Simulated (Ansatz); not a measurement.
**Ga2O3, pressure series**

Consider Ga₂O₃ in the corundum structure (space group R-3c, No. 167).

```
CELL_PARAMETERS angstrom
      2.49227     1.43891     4.48034
     -2.49227     1.43891     4.48034
      0.00000    -2.87783     4.48034
ATOMIC_POSITIONS crystal
  Ga 0.35541 0.35541 0.35541
  Ga 0.14459 0.14459 0.14459
  Ga 0.64459 0.64459 0.64459
  Ga 0.85541 0.85541 0.85541
  O  0.55361 0.94639 0.25000
  O  0.25000 0.55361 0.94639
  O  0.94639 0.25000 0.55361
  O  0.44639 0.05361 0.75000
  O  0.75000 0.44639 0.05361
  O  0.05361 0.75000 0.44639
```

Cell and atoms are relaxed at each pressure.

Method: plane-wave PAW DFT at the r2SCAN level (Ansatz, a quantum-chemistry and plane-wave program, 500 eV), scalar-relativistic without spin-orbit coupling, earlier PAW set.

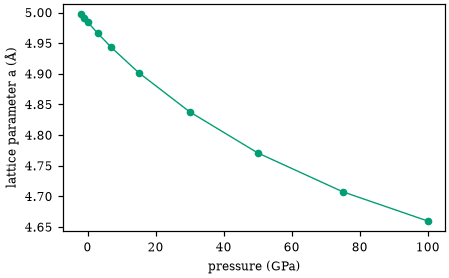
Fig. 1. Lattice parameter a against pressure

| pressure (GPa) | lattice parameter a |
|---|---|
| -2 | 4.998 Å |
| -1 | 4.991 Å |
| 3 | 4.966 Å |
| 7 | 4.943 Å |
| 15 | 4.902 Å |
| 30 | 4.838 Å |
| 50 | 4.771 Å |
| 75 | 4.707 Å |
| 100 | 4.660 Å |

Load acts through the strain it causes; cell and atoms are relaxed under it. Whether these cells are dynamically stable was not tested. Competing high-pressure phases were not computed.
